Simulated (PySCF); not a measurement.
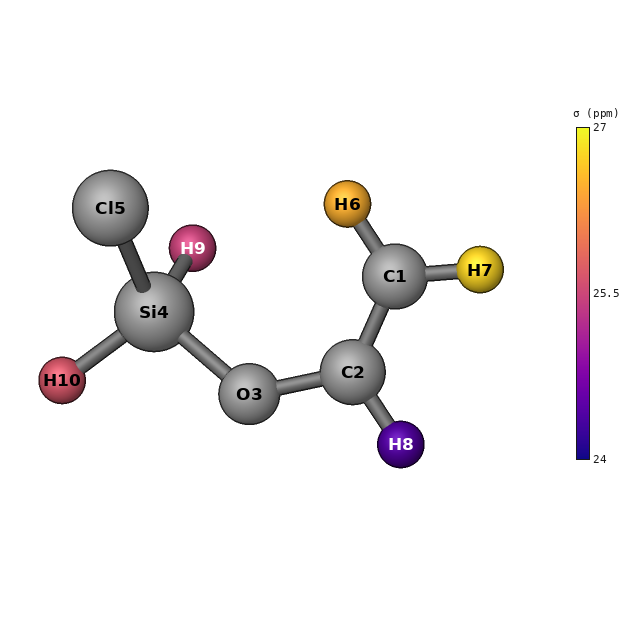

Atoms are coloured by their isotropic NMR shieldings (H only, the others grey). The computed structure is the end point of a PBE0-D3(BJ)/def2-SVP optimisation. No frequency run is at hand to confirm it as a minimum. Method: GIAO OPBE/pcSseg-2 NMR shielding, non-relativistic, gas phase (PySCF 2.14.0).

Which H atom is the most shielded (lowest chemical shift)?

Answer. H7 (26.75 ppm).

Which H atom is the least shielded (highest chemical shift)?

Answer. H8 (24.43 ppm).

How wide is the range of H shifts?

Answer. 2.32 ppm.

List the isotropic NMR shieldings of the H atoms.

```
atom  σ (ppm)
  H6    26.47
  H7    26.75
  H8    24.43
  H9    25.47
 H10    25.68
```
